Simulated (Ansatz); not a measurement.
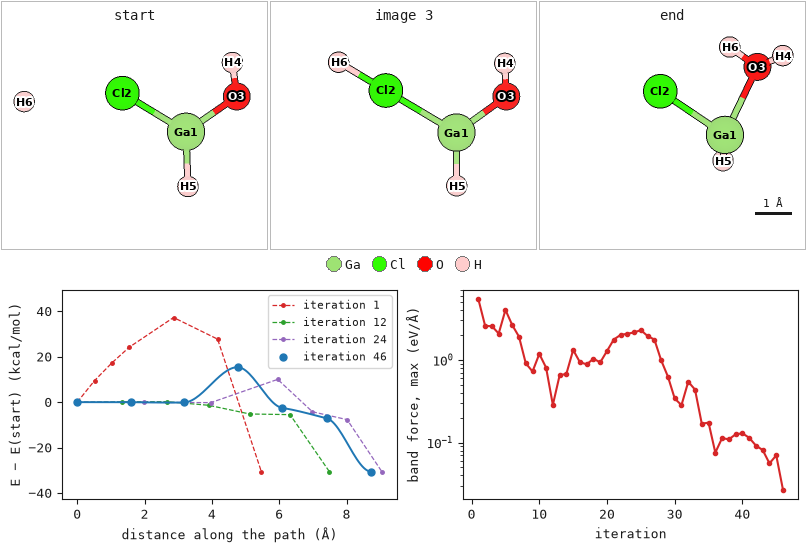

A search for the minimum-energy path of GaH₃OCl (multiplicity 2), made up at the start of GaH₂OCl and H by the nudged elastic band. Images are numbered from 0 (start) to 6 (end). The plot follows the band through its iterations. Style: ball-and-stick. Shown face on.

These are results of Ansatz, UKS CAM-B3LYP-D4/def2-SVP, not measurements. Settings: 5 movable images; climbing image; force threshold 0.03 eV/Å; iteration limit 60; starting path through a guess of the saddle point.

How did the profile develop, and is the result final?

The result is final at these settings. The band converged in 46 iterations. The largest component of the band force went from 5.4 to 0.027 eV/Å. The climbing image converged on the top of the path. Its vibrational analysis gives one imaginary mode (911i cm⁻¹), as a transition state must have. The first iteration put the highest image at 37.3 kcal/mol. The energy climbs by 15.4 kcal/mol to image 3 and then falls by 46.0 kcal/mol, so the end point sits at −30.6 kcal/mol.

Limits of the set-up: the start holds two separate molecules, 3.0 Å apart at their closest, whose relative position is a soft coordinate.

The run took 6 min on 4 threads of Intel(R) Xeon(R) CPU @ 2.80GHz (Skylake/Cascade Lake), on a shared host, peak memory 0.3 GiB.
